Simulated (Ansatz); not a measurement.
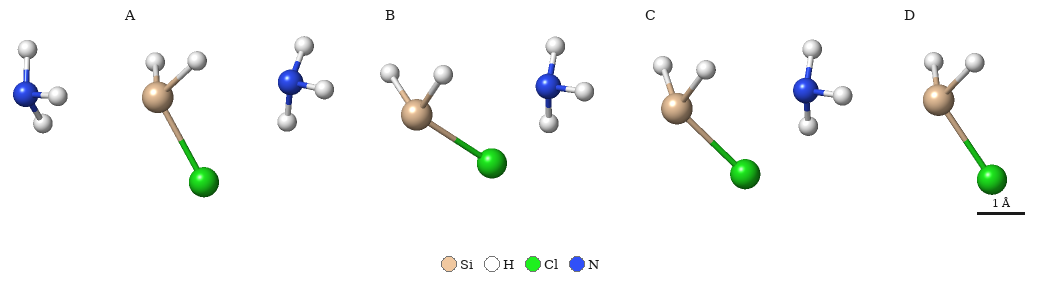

4 geometries from one relaxation of SiNH₅Cl (multiplicity 2), in shuffled order. The picture is a ball-and-stick view, seen at a tilt.

The run prepares an end point of a later path (reaction) calculation, from a guessed geometry.

Level of theory: UKS revPBE-D4/6-31G* in Ansatz. (collinear spin; force threshold 0.03 eV/Å; at most 50 steps)

### Order the frames from highest to lowest energy.

A, D, C, B. They are steps 0, 4, 6, 13, at +0.095 eV, +0.057 eV, +0.034 eV relative to the last. The energy falls by 0.095 eV in 10 accepted moves (13 points after the start). Largest force component: 0.52 eV/Å at the start, 0.029 eV/Å at the end. The line search rejected the trial steps at points 2, 10, 12 of the run. The forces were under the threshold at step 11, but the run went on from there. The largest move after the best rigid fit is that of the Cl atom, 0.81 Å. Largest moves by element: Cl 0.81 Å, H 0.70 Å, Si 0.40 Å, N 0.28 Å. Some distances before and after: H–N 1.046 → 1.026 Å, H–Si 1.511 → 1.505 Å. Bond angles that change, for instance: H–N–H 106.3° → 108.7°, H–N–H 106.1° → 108.4°.

Limits of the set-up: the start holds two separate molecules, 2.7 Å apart at their closest, whose relative position is a soft coordinate.
